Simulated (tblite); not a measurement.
# C6H14B2FN: the cost of one run

Programs: tblite 0.8.0 and PySCF 2.14.0, with density-fitted response routines of our own. Each step states its level of theory. These are calculated values for one molecule in the gas phase, unless marked as measured. Atoms count from 0, in the outputs and in this text.

**1. The molecule as given**

24 atoms, charge 0, multiplicity 1; geometry from: force field or distance geometry start.

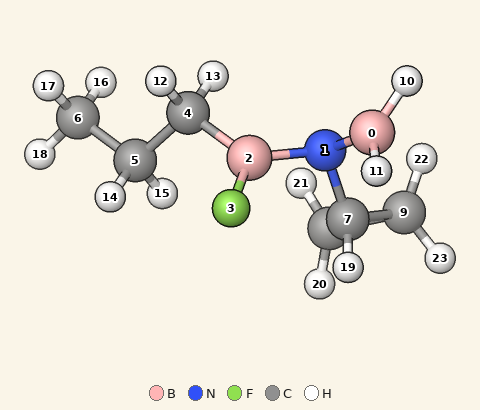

The starting geometry (boron pink, nitrogen blue, fluorine green, carbon grey, hydrogen white), atoms numbered.

**2. Geometry optimisation with GFN2-xTB**

What the job is given:

```
{"job": {"kind": "relax", "xc": "GFN2-xTB", "basis": "xTB"}, "charge": 0, "multiplicity": 1}
B      1.455300     1.832800    -1.685800
N      0.960400     0.678500    -0.825100
B     -0.280800     1.125700    -0.064400
F     -0.243900     2.276500     0.816600
C     -1.626500     0.263700    -0.164000
C     -2.002200    -0.335100     1.185200
C     -3.265700    -1.172200     1.083100
C      2.013700     0.348100     0.164300
C      1.946800    -1.099200     0.651600
C      3.004600    -0.684500    -0.344100
H      1.573700     1.678000    -2.849900
H      1.773600     2.859100    -1.195500
H     -2.448400     0.924900    -0.524400
H     -1.463500    -0.549800    -0.913600
H     -2.169300     0.487400     1.930000
H     -1.172300    -0.979300     1.568200
H     -3.116300    -2.011500     0.377900
H     -4.118900    -0.554900     0.743700
H     -3.514700    -1.592600     2.090100
H      2.383300     1.114000     0.882600
H      2.316500    -1.237500     1.688200
H      1.126700    -1.711700     0.216200
H      2.837600    -1.047900    -1.367700
H      4.018600    -0.593000     0.087100
```

Launch:

```sh
OMP_NUM_THREADS=1 python probes_run.py task.json out
```

This one command runs all jobs of the session in turn.

Q: Estimate the wall time and peak memory of this first job on 1 thread of Arm Neoverse N1, shared host.

About 3.6 s, with a peak of 0.18 GiB.
